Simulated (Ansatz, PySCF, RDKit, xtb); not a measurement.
# Which structure has the formula SnNH5O?, part 2 of 2

Task: start from the formula SnNH5O, draw up candidate structures, narrow them down in stages, and characterise the one that lies lowest at 400 K.

xtb, Ansatz and PySCF; isolated molecules. The steps go on from the part before.

**11. Free energies and the winner**

Energies in kcal/mol from c839a; G adds the thermal terms to the CCSD(T)/def2-TZVP energy.

| label | SMILES | spin | B3LYP-D3(BJ)/def2-SVP | HF/def2-TZVP | MP2/def2-TZVP | CCSD(T)/def2-TZVP | G | share at equilibrium | T1 |
| --- | --- | --- | --- | --- | --- | --- | --- | --- | --- |
| c839a | [NH3][SnH][OH] ‡ | singlet | 0.0 | 0.0 | 0.0 | 0.0 | 0.0 | 100.0 % | 0.015 |
| c241a | [NH2][SnH2][OH] | singlet | 23.5 | 10.7 | 13.4 | 12.4 | 9.1 | < 0.1 % | 0.014 |
| c467a | [NH2][SnH][OH2] ‡ | singlet | 8.7 | 14.8 | 11.0 | 11.3 | 11.5 | < 0.1 % | 0.015 |

‡ marks the bonded skeleton alone, with all bonds drawn single: no Lewis structure was assigned that passes a check against the bond lengths.

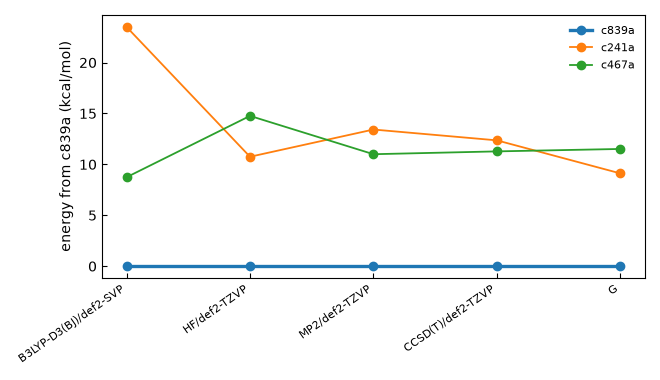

The finalists at each level, measured from c839a.

Lowest found: c839a, `[NH3][SnH][OH]` ‡, a singlet of point group C1. Bond lengths: N1–Sn3 2.447 Å, O2–Sn3 2.076 Å, N1–H4 1.021 Å, N1–H5 1.030 Å, N1–H6 1.021 Å, Sn3–H7 1.818 Å, O2–H8 0.967 Å. Angles: N1–Sn3–O2 76.3°, N1–Sn3–H7 86.0°, O2–Sn3–H7 94.0°, Sn3–N1–H4 118.8°, Sn3–N1–H5 87.5°, Sn3–N1–H6 119.8°, Sn3–O2–H8 111.3°, H4–N1–H5 109.5°, H4–N1–H6 109.0°, H5–N1–H6 109.3°.

```xyz
8

N    -0.6181   -1.3859   -0.6496
O     2.0379   -0.7701   -1.3313
Sn    0.5519   -0.9966   -2.7631
H    -0.9451   -2.3284   -0.4342
H     0.2786   -1.2151   -0.1732
H    -1.3096   -0.7115   -0.3203
H     0.7336   -2.8034   -2.8500
H     2.5665   -1.5752   -1.2431
```

‡ marks the bonded skeleton alone, with all bonds drawn single: no Lewis structure was assigned that passes a check against the bond lengths.

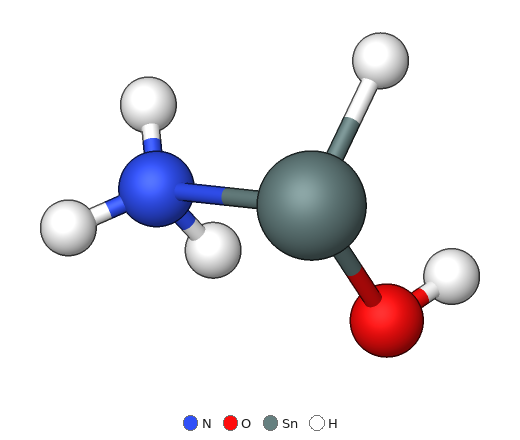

The lowest structure found, seen from a chosen angle (nitrogen blue, oxygen red, tin teal, hydrogen white).

**12. Density, orbitals and dipole (PBE0/def2-TZVPD)**

The input, input.yaml:

```yaml
crystal:
  periodic: [false, false, false]
  atoms:
    - {symbol: "N", position_ang: [-0.618055, -1.385872, -0.649565]}
    - {symbol: O, position_ang: [2.037915, -0.770089, -1.331297]}
    - {symbol: Sn, position_ang: [0.551946, -0.996606, -2.763083]}
    - {symbol: H, position_ang: [-0.945051, -2.328370, -0.434244]}
    - {symbol: H, position_ang: [0.278612, -1.215101, -0.173199]}
    - {symbol: H, position_ang: [-1.309634, -0.711515, -0.320257]}
    - {symbol: H, position_ang: [0.733621, -2.803413, -2.849971]}
    - {symbol: H, position_ang: [2.566493, -1.575219, -1.243084]}
basis:
  gaussian: {orbitals: def2-TZVPD}
total_charge: 0
hamiltonian: {xc: pbe0}
output: {forces: true, orbitals: {seedname: orbitals}}
```

Run with:

```
$ ansatz run input.yaml --threads 1 --pin off --max-ram 2610MiB --events-out events.jsonl --progress --plain --runs-dir runs
```

Log (excerpt; [...] marks lines left out):

```text
Warning: RAYON_NUM_THREADS=1 ignored (pool sized by the plan → 1); use --threads N
Functional definition: PBE0
  name "PBE0"
[...]
1106 factors; their error is unknown
[...]
mean field -9448.64532765 eV, -347.2313112694 hartree, gradient 4.8e-5 eV, S^2 0.000000; 0 other end points of the search recorded, 0 dependent functions left out
[...]
reference -9448.64536744 eV, -347.2313127314 hartree; 21, 21 occupied and 157, 157 virtual orbitals, 1106 factors
Total energy: -9448.64536744 eV, -347.2313127314 hartree
Atom 0 at    -0.618055    -1.385872    -0.649565 Å, force     0.025602     0.013909     0.162334 eV/Å
Atom 1 at     2.037915    -0.770089    -1.331297 Å, force    -0.078447    -0.364258    -0.296675 eV/Å
Atom 2 at     0.551946    -0.996606    -2.763083 Å, force     0.195271    -0.187590     0.467814 eV/Å
Atom 3 at    -0.945051    -2.328370    -0.434244 Å, force     0.121421     0.313437    -0.098504 eV/Å
Atom 4 at     0.278612    -1.215101    -0.173199 Å, force    -0.318987    -0.064919    -0.091098 eV/Å
Atom 5 at    -1.309634    -0.711515    -0.320257 Å, force     0.228925    -0.226396    -0.131401 eV/Å
Atom 6 at     0.733621    -2.803413    -2.849971 Å, force    -0.009873     0.214619     0.028215 eV/Å
Atom 7 at     2.566493    -1.575219    -1.243084 Å, force    -0.163912     0.301198    -0.040685 eV/Å
Dipole moment:    -0.585412    -0.231735     0.422167 e Å
```

Run time: 8.1 s. Hardware: 1 thread of Arm Neoverse V2, shared host.

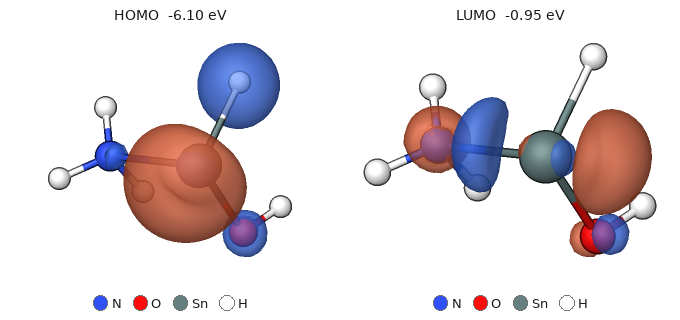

Frontier orbitals of this run, surfaces at ±0.2 Å^-3/2.

**13. Frequencies after a tight-binding relaxation (GFN2-xTB)**

The input, start.xyz:

```xyz
8
c839a
N     -0.618055    -1.385872    -0.649565
O      2.037915    -0.770089    -1.331297
Sn     0.551946    -0.996606    -2.763083
H     -0.945051    -2.328370    -0.434244
H      0.278612    -1.215101    -0.173199
H     -1.309634    -0.711515    -0.320257
H      0.733621    -2.803413    -2.849971
H      2.566493    -1.575219    -1.243084
```

Run with:

```
$ xtb start.xyz --gfn 2 --ohess tight
```

Log (excerpt; [...] marks lines left out):

```text
* xtb version 6.7.1
[...]
          :  # basis functions                  23          :
[...]
          :  # electrons                        20          :
[...]
          :  Hamiltonian                  GFN2-xTB          :
[...]
          :  net charge                          0          :
          :  unpaired electrons                  0          :
[...]
   *** convergence criteria satisfied after 14 iterations ***
[...]
   *** GEOMETRY OPTIMIZATION CONVERGED AFTER 12 ITERATIONS ***
[...]
   *** convergence criteria satisfied after 3 iterations ***
[...]
         ::                     SUMMARY                     ::
         :::::::::::::::::::::::::::::::::::::::::::::::::::::
         :: total energy             -11.666872163182 Eh    ::
         :: gradient norm              0.000433164831 Eh/a0 ::
         :: HOMO-LUMO gap              4.315050365006 eV    ::
         ::.................................................::
         :: SCC energy               -11.742102924308 Eh    ::
         :: -> isotropic ES            0.046810108958 Eh    ::
         :: -> anisotropic ES          0.008040571777 Eh    ::
         :: -> anisotropic XC          0.002781315510 Eh    ::
         :: -> dispersion             -0.004061136299 Eh    ::
         :: repulsion energy           0.075230761126 Eh    ::
         :: add. restraining           0.000000000000 Eh    ::
         :: total charge              -0.000000000000 e     ::
         :::::::::::::::::::::::::::::::::::::::::::::::::::::
[...]
        10        2.0000           -0.3579083              -9.7392 (HOMO)
        11                         -0.1993330              -5.4241 (LUMO)
[...]
     #   Z          covCN         q      C6AA      α(0)
     1   7          3.055    -0.366    29.429     8.057
     2   8          1.565    -0.574    24.617     6.695
     3  50          2.035     0.352   444.158    45.136
     4   1          0.860     0.190     1.156     1.684
     5   1          0.860     0.192     1.149     1.679
     6   1          0.860     0.175     1.242     1.746
     7   1          0.800    -0.247    15.406     6.167
     8   1          0.808     0.278     0.790     1.396
[...]
          | TOTAL ENERGY              -11.666872163182 Eh   |
          | TOTAL ENTHALPY            -11.607088303452 Eh   |
          | TOTAL FREE ENERGY         -11.646964357397 Eh   |
          | GRADIENT NORM               0.000433168432 Eh/α |
[...]
```

Wall time 0.12 s (1 thread of Arm Neoverse V2, shared host).

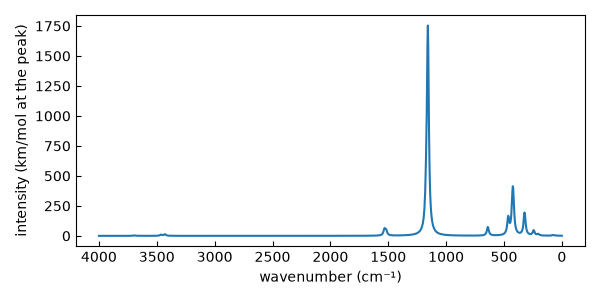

Harmonic infrared spectrum, unscaled, lines broadened by 10 cm⁻¹.

**14. Electronic excitations (TD-CAM-B3LYP/def2-SVPD)**

An in-house driver calls PySCF's response routines at TD-CAM-B3LYP/def2-SVPD; it has no typed input.

Log:

```text
coarse grid: 30688 points
cycle   1  E = -345.6923392429  dE = -2.196e+01  |g| = 2.477e+00  |ddm| = 1.328e+01
cycle   2  E = -344.7217458419  dE =  9.706e-01  |g| = 2.795e+00  |ddm| = 3.494e+01
cycle   3  E = -347.0431163584  dE = -2.321e+00  |g| = 5.890e-01  |ddm| = 3.563e+01
cycle   4  E = -347.1241601240  dE = -8.104e-02  |g| = 3.665e-01  |ddm| = 8.865e-01
cycle   5  E = -347.1505426727  dE = -2.638e-02  |g| = 7.619e-02  |ddm| = 4.528e-01
cycle   6  E = -347.1516098423  dE = -1.067e-03  |g| = 4.237e-02  |ddm| = 1.291e-01
cycle   7  E = -347.1519746467  dE = -3.648e-04  |g| = 8.142e-03  |ddm| = 4.109e-02
cycle   8  E = -347.1519995626  dE = -2.492e-05  |g| = 1.210e-03  |ddm| = 1.750e-02
cycle   9  E = -347.1520007579  dE = -1.195e-06  |g| = 3.567e-04  |ddm| = 4.784e-03
final grid: 63104 points
cycle  10  E = -347.1520411509  dE = -1.017e-07  |g| = 2.343e-04  |ddm| = 1.969e-03
cycle  11  E = -347.1520411573  dE = -6.465e-09  |g| = 2.870e-04  |ddm| = 5.882e-04
cycle  12  E = -347.1520411743  dE = -1.703e-08  |g| = 5.106e-05  |ddm| = 2.584e-04
cycle  13  E = -347.1520411756  dE = -1.206e-09  |g| = 2.195e-05  |ddm| = 9.536e-05
cycle  14  E = -347.1520411759  dE = -3.785e-10  |g| = 1.216e-05  |ddm| = 7.257e-05
converged SCF energy = -347.1520411759

Static polarisability (au): isotropic 64.657, principal 61.309 65.376 67.285

Singlet excitations
state   eV       nm        f      main configurations
  1   4.1798    296.6   0.04604   H->L 0.92
  2   5.0983    243.2   0.09201   H->L+1 0.81, H->L+2 0.12
  3   5.6215    220.6   0.12559   H->L+2 0.84, H->L+1 0.11
  4   6.1422    201.9   0.03009   H-1->L 0.46, H-2->L 0.45
  5   6.2918    197.1   0.01916   H-1->L 0.44, H-2->L 0.33, H-2->L+1 0.15
  6   6.6953    185.2   0.03503   H-2->L+1 0.59, H-2->L 0.11
  7   6.7359    184.1   0.28787   H->L+3 0.89
  8   6.9434    178.6   0.10982   H-1->L+1 0.77

Triplet excitations (Tamm-Dancoff, eV): 3.2302 4.1644 5.3147
```

It took 9.6 s on 1 thread of Arm Neoverse V2, shared host.

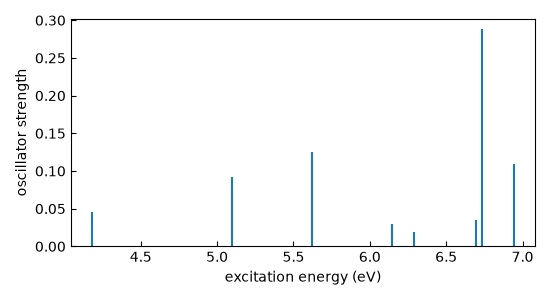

Vertical excitations as sticks.

The roots found:

```csv
excited state,energy (eV),strength
1,4.180,0.0460
2,5.098,0.0920
3,5.622,0.1256
4,6.142,0.0301
5,6.292,0.0192
6,6.695,0.0350
7,6.736,0.2879
8,6.943,0.1098
```

**15. The cation at the same geometry (PBE0/def2-TZVPD)**

input.yaml, as its differences from that of step 12:

```diff
@@ -12,5 +12,9 @@
 basis:
-  gaussian: {orbitals: def2-TZVPD}
-total_charge: 0
-hamiltonian: {xc: pbe0}
-output: {forces: true, orbitals: {seedname: orbitals}}
+  gaussian:
+    orbitals: def2-TZVPD
+magnetization:
+  spin_polarized: true
+  initial_magnetization: 1
+hamiltonian:
+  xc: pbe0
+total_charge: 1
```

Run with:

```
$ ansatz run input.yaml --threads 1 --pin off --max-ram 2610MiB --events-out events.jsonl --progress --plain --runs-dir runs
```

Log:

```text
Warning: RAYON_NUM_THREADS=1 ignored (pool sized by the plan → 1); use --threads N
[... 2 set-up lines as earlier in the session ...]
  parameter a = 0.25
  parameter kappa = 0.804
  parameter beta = 0.06672455060314922
  exchange = (1 - a)*pbe_x(kappa = kappa, mu = beta*pi^2/3) + a*exact_x
  correlation = pbe_c(beta = beta)
1106 factors; their error is unknown
mean field evaluation 1: about -9416.0201 eV, gradient 8.3e1 eV
mean field evaluation 2: about -9250.3808 eV, gradient 1.6e2 eV
mean field evaluation 4: about -9438.7879 eV, gradient 2.0e1 eV
mean field evaluation 8: about -9440.3754 eV, gradient 2.3e-1 eV
mean field evaluation 16: about -9440.4484 eV, gradient 1.3e-3 eV
mean field -9440.44844372 eV, -346.9300813409 hartree, gradient 7.9e-5 eV, S^2 0.760685; 0 other end points of the search recorded, 0 dependent functions left out
reference -9440.44848473 eV, -346.9300828479 hartree; 21, 20 occupied and 157, 158 virtual orbitals, 1106 factors
Total energy: -9440.44848473 eV, -346.9300828479 hartree
```

It took 12 s on 1 thread of Arm Neoverse V2, shared host.

Difference from the parent: 8.20 eV.

**16. The anion at the same geometry (PBE0/def2-TZVPD)**

input.yaml, as its differences from that of step 15:

```diff
@@ -12,9 +12,6 @@
 basis:
-  gaussian:
-    orbitals: def2-TZVPD
-magnetization:
-  spin_polarized: true
-  initial_magnetization: 1
-hamiltonian:
-  xc: pbe0
-total_charge: 1
+  gaussian: {orbitals: def2-TZVPD}
+total_charge: -1
+hamiltonian: {xc: {name: PBE0}}
+scf: {lower_state_search: off}
+magnetization: {spin_polarized: true, initial_magnetization: 1}
```

Run with:

```
$ ansatz run input.yaml --threads 1 --pin off --max-ram 2610MiB --events-out events.jsonl --progress --plain --runs-dir runs
```

Log (excerpt; [...] marks lines left out):

```text
Warning: RAYON_NUM_THREADS=1 ignored (pool sized by the plan → 1); use --threads N
[... 2 set-up lines as earlier in the session ...]
[...]
1106 factors; their error is unknown
[...]
mean field -9448.21867697 eV, -347.2156321458 hartree, gradient 6.2e-6 eV, S^2 0.753659; 0 other end points of the search recorded, 0 dependent functions left out
reference -9448.21871588 eV, -347.2156335760 hartree; 22, 21 occupied and 156, 157 virtual orbitals, 1106 factors
Total energy: -9448.21871588 eV, -347.2156335760 hartree
Checks for a lower state left out: stability, starts, cluster_reference, orbital_swaps, neighbouring_geometries, increment
```

It took 9.3 s on 1 thread of Arm Neoverse V2, shared host.

Parent less the species with the added electron: -0.43 eV. The extra electron isn't bound at this geometry, so the number measures the basis, not the molecule.

**17. The triplet at the same geometry (PBE0/def2-TZVPD)**

input.yaml, as its differences from that of step 16:

```diff
@@ -12,6 +12,8 @@
 basis:
-  gaussian: {orbitals: def2-TZVPD}
-total_charge: -1
-hamiltonian: {xc: {name: PBE0}}
-scf: {lower_state_search: off}
-magnetization: {spin_polarized: true, initial_magnetization: 1}
+  gaussian:
+    orbitals: def2-TZVPD
+magnetization:
+  spin_polarized: true
+  initial_magnetization: 2
+hamiltonian:
+  xc: {name: PBE0}
```

Run with:

```
$ ansatz run input.yaml --threads 1 --pin off --max-ram 2610MiB --events-out events.jsonl --progress --plain --runs-dir runs
```

Log (excerpt; [...] marks lines left out):

```text
Warning: RAYON_NUM_THREADS=1 ignored (pool sized by the plan → 1); use --threads N
[... 7 set-up lines as earlier in the session ...]
1106 factors; their error is unknown
mean field evaluation 1: about -9434.2654 eV, gradient 5.6e1 eV
mean field evaluation 2: about -9352.7237 eV, gradient 1.3e2 eV
mean field evaluation 4: about -9444.9371 eV, gradient 9.9e0 eV
mean field evaluation 8: about -9445.3678 eV, gradient 2.2e-1 eV
mean field evaluation 16: about -9445.4450 eV, gradient 4.4e-3 eV
mean field evaluation 32: about -9445.3763 eV, gradient 1.2e0 eV
mean field -9445.44501535 eV, -347.1137019614 hartree, gradient 1.7e-5 eV, S^2 2.006325; 2 other end points of the search recorded, 0 dependent functions left out
reference -9445.44505841 eV, -347.1137035441 hartree; 22, 20 occupied and 156, 158 virtual orbitals, 1106 factors
Total energy: -9445.44505841 eV, -347.1137035441 hartree
```

It took 15 s on 1 thread of Arm Neoverse V2, shared host.

It lies 3.20 eV above the singlet.

**18. Stability of the closed-shell solution (PBE0/def2-SVP)**

The input, input.py:

```python
from pyscf import gto, dft

mol = gto.M(
    atom='''
N       -0.618055      -1.385872      -0.649565
O        2.037915      -0.770089      -1.331297
Sn       0.551946      -0.996606      -2.763083
H       -0.945051      -2.328370      -0.434244
H        0.278612      -1.215101      -0.173199
H       -1.309634      -0.711515      -0.320257
H        0.733621      -2.803413      -2.849971
H        2.566493      -1.575219      -1.243084
''',
    ecp={'Sn': 'def2-svp'},
    verbose=3,
    max_memory=1860,
    spin=0,
    basis='def2-svp',
)

mf = dft.RKS(mol)
mf.xc = 'pbe0'
mf = mf.density_fit(auxbasis='def2-universal-jkfit')
mf.max_cycle = 100
mf.grids.level = 3
mf.kernel()
if not mf.converged:
    mf = mf.newton().run(mf.mo_coeff, mf.mo_occ)

e_tot = mf.e_tot
print('Final energy', e_tot)
mo_i, mo_e, stable_i, stable_e = mf.stability(internal=True, external=True, return_status=True)
print('stable: internal', stable_i, 'external', stable_e)
```

Run with:

```
$ OMP_NUM_THREADS=1 python input.py
```

Log:

```text
converged SCF energy = -347.055333335723
Final energy -347.05533333572276
<class 'pyscf.df.df_jk.DFRKS'> wavefunction is stable in the internal stability analysis
<class 'pyscf.df.df_jk.DFRKS'> wavefunction is stable in the real -> complex stability analysis
<class 'pyscf.df.df_jk.DFRKS'> wavefunction is stable in the RHF/RKS -> UHF/UKS stability analysis
stable: internal True external True
```

It took 72 s on 1 thread of Arm Neoverse V2, shared host.

**19. What came out**

What follows sums up all 2 parts.

| quantity | value |
| --- | --- |
| lowest structure found | [NH3][SnH][OH] ‡, singlet, C1 |
| next finalist | [NH2][SnH2][OH], singlet, 9.1 kcal/mol higher in G |
| share at equilibrium, among the finalists | 100.0 % |
| funnel | 18 starts, 17 minima at GFN2-xTB, 8 screening runs, 3 relaxed, 3 ranked |
| CPU time of all runs | 16 min |
| harmonic wavenumbers, lowest and highest (B3LYP-D3(BJ)/def2-SVP) | 148 and 3821 cm⁻¹ |
| rotational constants, same geometry | 0.2459, 0.1672, 0.1063 cm⁻¹ |
| dipole moment (PBE0/def2-TZVPD) | 3.64 D |
| HOMO energy (PBE0/def2-TZVPD) | -6.10 eV |
| LUMO energy (PBE0/def2-TZVPD) | -0.95 eV |
| HOMO–LUMO gap (PBE0/def2-TZVPD) | 5.15 eV |
| lowest excitation (TD-CAM-B3LYP/def2-SVPD) | 4.18 eV (f = 0.046) |
| strongest of the states computed, same level | 6.74 eV (f = 0.288) |
| lowest triplet excitation, same level, Tamm-Dancoff | 3.23 eV |
| vertical ionisation energy | 8.20 eV |
| vertical electron affinity | -0.43 eV (unbound: the value depends on the basis) |
| vertical triplet less singlet | +3.20 eV |

The search ends on `[NH3][SnH][OH]` ‡. The margin of 9.1 kcal/mol over the next finalist is beyond the usual error of the last level; it says nothing of structures that weren't ranked. B3LYP-D3(BJ)/def2-SVP, HF/def2-TZVP and MP2/def2-TZVP already put its bonding pattern lowest among the structures in one piece. The largest share of the time went into the vibrations (33 %). Spin-orbit coupling, which matters for elements this heavy, is left out. The search is not exhaustive (a finite list of starts, one conformer a finalist), so a lower isomer can't be ruled out. Patterns outside the rules of the enumeration were met only by chance.

‡ marks the bonded skeleton alone, with all bonds drawn single: no Lewis structure was assigned that passes a check against the bond lengths.
